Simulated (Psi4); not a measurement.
Calibrating B3LYP/6-31G* (spherical functions) on N-containing molecules

The dipole moment in D of 6 N-containing molecules: x at B3LYP/6-31G* (spherical functions), y as measured (NIST CCCBDB). Shapes, held fixed at every level: PBE0-D4/def2-TZVP. Programs: Psi4 1.11.

```
                   molecule  x (D)  y (D)
    NOF (nitrosyl fluoride)   1.11   1.81
C2H5N (N-methylmethanimine)   1.40      ?
             HNO (nitroxyl)   1.62   1.67
              NH3 (ammonia)   1.84   1.47
   NClO (nitrosyl chloride)   1.86   1.90
    C2H3N (isocyanomethane)   3.64   3.85
```

Fit y = c + s·x to the known rows and predict y for C2H5N.


1. Means of the 5 rows: x = 2.0140, y = 2.140.
2. Σ(Δx)² = 3.6703, Σ(Δx·Δy) = 3.4175, so the slope is 3.4175/3.6703 = 0.93112.
3. Intercept: 2.140 − (0.93112) × 2.0140 = 0.265. The largest residual of the fit is 0.51.
4. C2H5N: 0.265 + 0.93112 × 1.40 = 1.57 D.

The measured value is 1.53 D, so the prediction is off by +0.04 D, within the largest residual. Uncorrected, B3LYP/6-31G* (spherical functions) misses C2H5N by -0.13 D, and the other rows by 0.27 on average. With references in doubt, neither the misses nor the line can be laid on the level alone. C2H3N lies far out in x and weighs most in the slope. Left out in turn, the other rows are missed by 0.85 D on average, worse than no correction. The tabulated value of NOF is in doubt (older tables, estimates, or at odds with other calculations) and kept here.

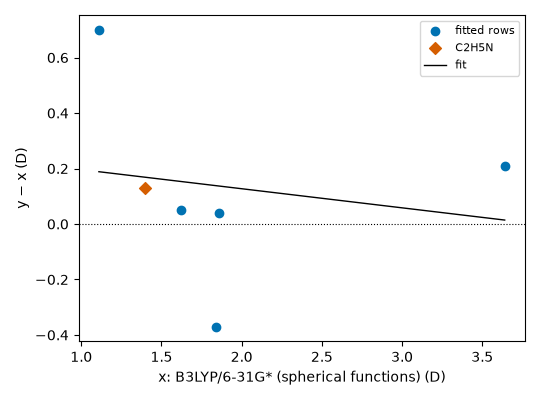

The correction y − x against x, with the fitted line and the withheld molecule.
